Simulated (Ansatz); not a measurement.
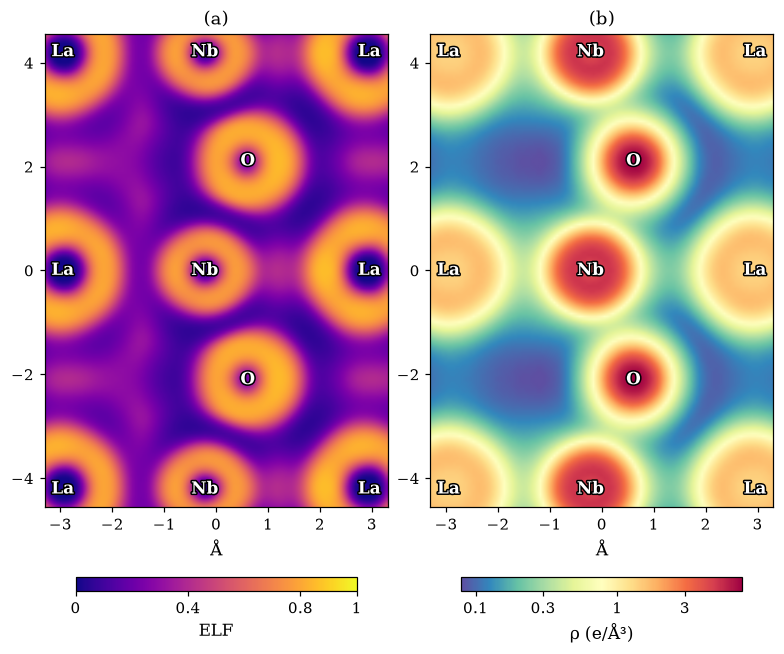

Figure. LaNbO. (a) ELF; (b) valence charge density (pseudo) on the (11̄0) plane of the conventional cell.

Space group P4mm; a structure generated by program, which may or may not match a known phase.

These are results of DFT PBE, scalar-relativistic, plane waves, PAW (Ansatz), not measurements.

The density is the valence pseudo-density of a PAW calculation; it isn't the true density close to the nuclei.

### Read the bonding off the picture.

- Atoms in the plane: La, Nb and O.
- Nb–O (2.26 Å): the density is about 0.44 e/Å³ at the midpoint; the ELF peaks at about 0.80 in the valence shell of O, 0.6 Å from its nucleus, and drops to about 0.10 between the two atoms: no localised pair shows between them.
- La–O (3.15 Å): ρ is about 0.12 e/Å³ halfway; the ELF is about 0.05 at the midpoint (no localised pair shows between them).
- Between the atoms the lowest density in this plane is 0.08 e/Å³.
- The features right at La and Nb lie inside the PAW spheres, where the map follows smoothed inner orbitals and isn't to be read closely.
